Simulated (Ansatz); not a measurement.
Input

```
crystal:
  periodic: [false, false, false]
  atoms:
    - { symbol: C, position_ang: [-0.29294, 0.75758, -1.2578] }
    - { symbol: O, position_ang: [0.07473, -0.58435, -1.21135] }
    - { symbol: C, position_ang: [0.30181, -1.09673, 0.05489] }
    - { symbol: Si, position_ang: [0.19495, -0.29497, 1.6171] }
    - { symbol: H, position_ang: [-0.43658, 1.01374, -2.30657] }
    - { symbol: H, position_ang: [0.48803, 1.39823, -0.826] }
    - { symbol: H, position_ang: [-1.22575, 0.93283, -0.70487] }
    - { symbol: H, position_ang: [0.57588, -2.13869, -0.02897] }
    - { symbol: H, position_ang: [0.48461, -1.07894, 2.801] }
    - { symbol: H, position_ang: [-0.16474, 1.09132, 1.86259] }
basis:
  gaussian: { orbitals: def2-SVP }
hamiltonian:
  xc: cam_b3lyp
  dispersion: d4
relax:
  f_tol: 0.015
  max_steps: 40
output:
  orbitals: {}
```

Command:

```sh
ansatz run input.yaml --threads 2 --pin off --max-ram 3072MiB --backend cpu --events-out ev --progress --plain --runs-dir out
```

The fields are those of the run's last geometry, not of the input's.

Method: RKS CAM-B3LYP-D4/def2-SVP (Ansatz).

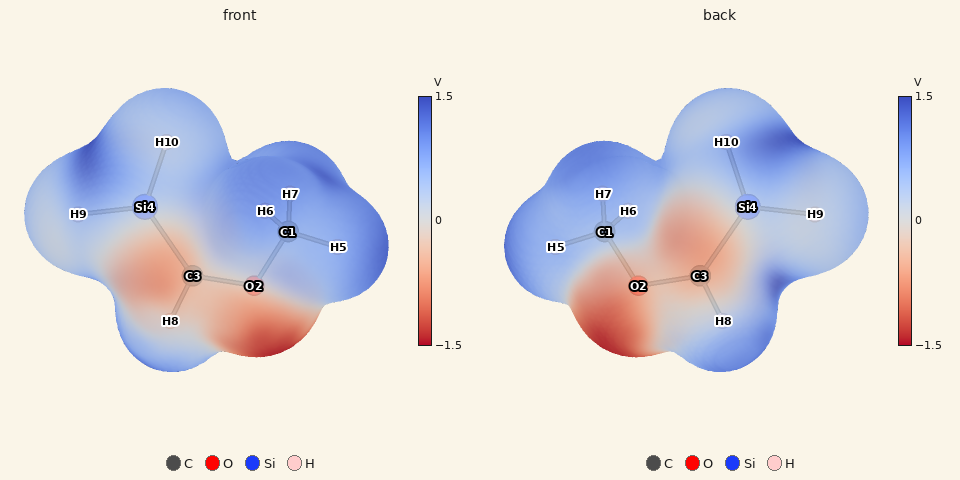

C2H6OSi. The molecular electrostatic potential painted on the density surface at 0.004 e/bohr³, seen from the front and from behind; red is negative and blue positive.

**Describe the electrostatic potential map.**

The most negative region (about −1.4 V) lies over O2, the most positive (about +1.4 V) over Si4. O2 is the likeliest acceptor of a hydrogen bond.
